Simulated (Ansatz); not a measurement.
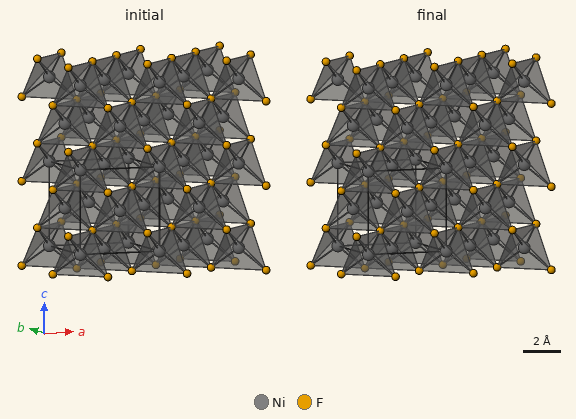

The structure of crystalline NiF (a generated structure, set up in F-43m) before (left) and after (right) a relaxation, at one scale.

A polyhedral model of the conventional cell (4 times the calculation's cell), repeated 2 × 1 × 2 with one cell outlined, seen slightly off an axis. Lengths and directions refer to the drawn axes.

The run lets cell and atoms move.

Theory: Kohn-Sham DFT of a periodic cell, LDA, Ansatz PAW (Ansatz 0.2.0).

The input:
```yaml
crystal:
  lattice:
    - [0.0, 2.33484158, 2.33484158]
    - [2.33484158, 0.0, 2.33484158]
    - [2.33484158, 2.33484158, 0.0]
  atoms:
    - { symbol: Ni, position: [0.0, 0.0, 0.0], spin: 1.0 }
    - { symbol: F, position: [0.75, 0.75, 0.75] }
hamiltonian:
  xc: lda
  pseudopotentials: { kind: paw }
magnetization:
  spin_polarized: true
kpoints:
  mp_grid: { grid: [7, 7, 7] }
scf:
  occupations: { method: fermi_dirac, width: 0.05 }
output:
  forces: true
  stress: true
  eigenvalues: true
relax:
  f_tol: 0.01
  max_steps: 40
  cell: { stress_tol: 0.05 }
```

Command:
```bash
ansatz run input.yaml --threads 2 --pin off --max-ram 5632MiB --backend cpu --events-out ev --progress --plain --runs-dir out
```

Q: Summarise the run.

A: The energy falls by 15.9 meV per cell of the calculation in 4 accepted moves (6 points after the start). All forces vanish by symmetry, so only the cell relaxes. Pressure: −4.27 GPa at the start and −0.02 GPa at the end. The SCF was repeated twice at an unchanged geometry on a basis and grid sized afresh for the cell, which shifted the energy by 4.1 meV per cell of the calculation at most. No atom moves by more than 0.005 Å relative to the cell. Cell: a = b = c 4.670 → 4.599 Å (−1.5 %). Volume −4.5 %. Among the contacts that change: F–Ni 2.022 → 1.991 Å. The space group stays F-43m (No. 216).

Limits of the set-up: only the magnetic order of this start and cell was tried (total moment 1.2 μB per cell).
